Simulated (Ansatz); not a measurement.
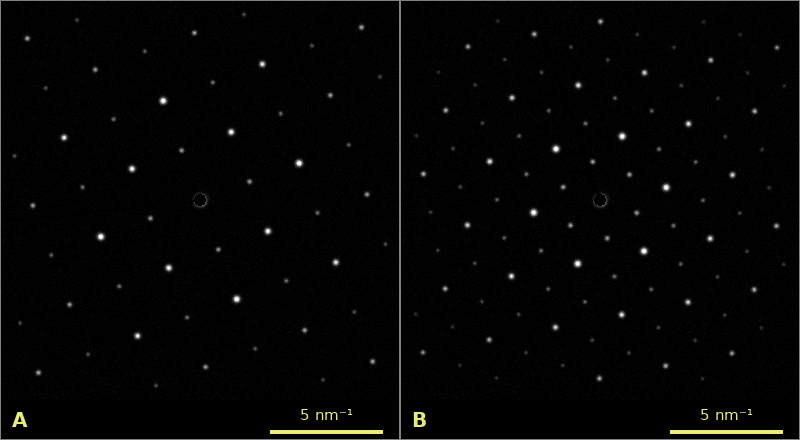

Kinematic electron diffraction patterns (120 kV, B = 0.5 Å², same scale, each along a low-index zone) of two structures of composition Cs2Cu, each relaxed at zero pressure with DFT PBE, scalar-relativistic, plane waves, PAW in Ansatz 0.2.0. The runs are not spin-polarised.

The structures (standard cells):
1. Fd-3m (No. 227), a = 11.889 Å, 24 atoms; generated start, possibly hypothetical
2. P6/mmm (No. 191), a = 6.591 Å, c = 4.347 Å (hexagonal axes), 3 atoms; generated start, possibly hypothetical

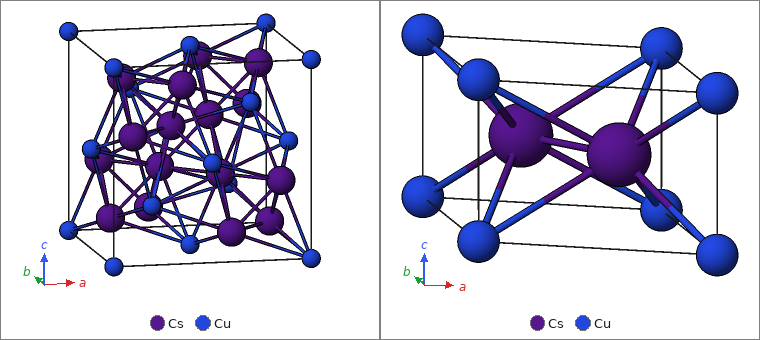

Drawings of the structures 1 to 2, from left to right (each may span several cells).

### Which pattern belongs to which structure, and along which zone?

A is structure 1 along [001] or an equivalent direction: square net of 2 -2 0 at d = 4.20 Å and 2 2 0 at d = 4.20 Å, 90.0° apart (some points of this net are extinct or too weak to see). B is structure 2 along [001]: hexagonal net of 1 -1 0 at d = 5.71 Å and 1 0 0 at d = 5.71 Å, 60.0° apart (some points of this net are extinct or too weak to see).

### Which structure lies lowest at this level of theory, and by how much?

Structure 2 (P6/mmm, 54.52 Å³ an atom) is the lowest of these; structure 1 (Fd-3m, 70.03 Å³ an atom) lies about 180 meV an atom higher. These are static energies at 0 K; other structures, not shown, may lie lower still.
